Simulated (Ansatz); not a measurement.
## Ligand exchange: CHBrCl2 + GeH(CH3)Cl2 → CH2BrCl + Ge(CH3)Cl3

Species: CHBrCl2 (bromodichloromethane) `ClC(Cl)Br`, singlet; GeH(CH3)Cl2, singlet; CH2BrCl (bromochloromethane) `ClCBr`, singlet; Ge(CH3)Cl3 (trichloro(methyl)germane), singlet. The partners trade Cl for H: C–Cl and Ge–H bonds give way to C–H and Ge–Cl.

Shapes, held fixed at every level: PBE0-D4/def2-TZVP. Programs: Ansatz 0.2.0. The zero-point and thermal change to 298 K, harmonic and unscaled (PBE0-D4/def2-TZVP), is +9.0 kJ/mol.

| level | kind | ΔH(298 K) (kJ/mol) | less CCSD(T)/def2-TZVPP | CPU time (sum over the molecules) |
| --- | --- | --- | --- | --- |
| HF/def2-TZVPP | Hartree–Fock | -169.9 | -17.5 | – |
| SPW92/def2-TZVPP | LDA | -133.5 | +18.9 | 23 s |
| B3LYP-D4/def2-TZVPP | global hybrid | -151.4 | +1.0 | 65 s |
| r2SCAN0-D4/def2-TZVPP | global hybrid | -156.2 | -3.8 | 73 s |
| wB97M-V/def2-TZVPP | range-separated hybrid | -150.9 | +1.5 | 2.4 min |
| wB97X-V/def2-TZVPP | range-separated hybrid | -150.5 | +1.9 | 95 s |
| CCSD/def2-TZVPP | coupled cluster or CI | -155.1 | -2.7 | – |
| CCSD(T)/def2-TZVPP | coupled cluster or CI | -152.4 | 0.0 | 18 min |

The highest level, CCSD(T)/def2-TZVPP, gives ΔH(298 K) = -152.4 kJ/mol; the levels span -169.9 to -133.5. The column of differences is taken from that level and isn't an error. No measured value is set beside it here. Relativity is left out for Br, Ge. Outer-core shells of Br, Ge are correlated, in sets that cover them unevenly. Times are processor times on shared x86 and Arm servers, and rough.

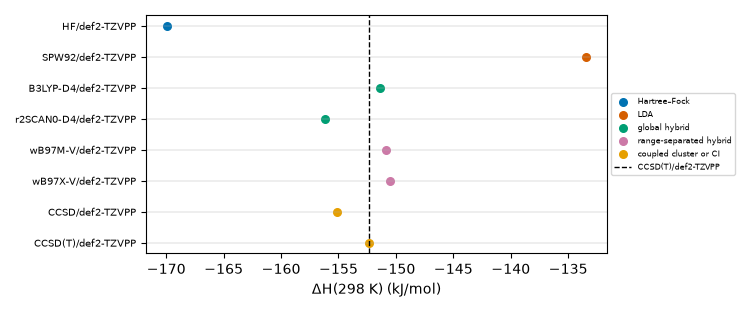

The values of the table, level by level.
